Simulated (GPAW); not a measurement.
# Polarising a 9-layer slab of Ag(110) with a field along the normal

The dipole of the cell at several fields, atoms fixed. What does the strongest field give, and what length does the slope stand for?

Set-up. GPAW 26.7.0, plane waves (400 eV), PAW setups, PBE, 8×11 mesh, a dipole layer in the vacuum; geometry relaxed without an applied field with GPAW. The cell's area is 11.83 Å², and e/ε0 = 180.95 V Å.

What came out, but for one run:

| field (V/Å) | dipole (e Å) |
| --- | --- |
| −0.2 | −0.1913 |
| −0.1 | −0.0958 |
| −0.05 | −0.0482 |
| 0.05 | 0.0470 |
| 0.1 | ? |

To predict: What is the dipole at 0.1 V/Å?

**Working.** A line through the 4 points has the slope α = 0.953 e Å per V/Å and the intercept p₀ = −0.0006 e Å (r.m.s. residual 7.8e−05). At 0.1 V/Å it gives p = −0.0006 + 0.953 × 0.1 = 0.0947 e Å; the run gives 0.0944 e Å, so the response stays linear to 0.3 % of the induced part. Dividing by ε0 and the area: α/(ε0 A) = 0.953 × 180.95 / 11.83 = 14.58 Å, against 11.70 Å between the outer nuclei. A metal screens fully, so the excess of 2.88 Å puts the image planes about 1.44 Å outside the outer atoms on average.

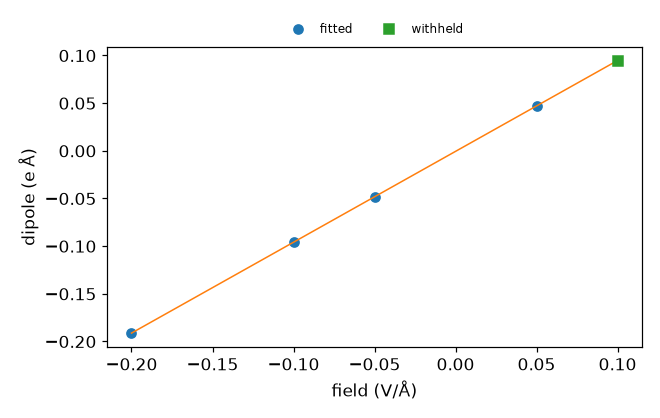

The line and the withheld run.

Caveats: This is the electronic response alone; ions that move would add to it in polar layers. No run was spin-polarised, so magnetic states weren't tested.
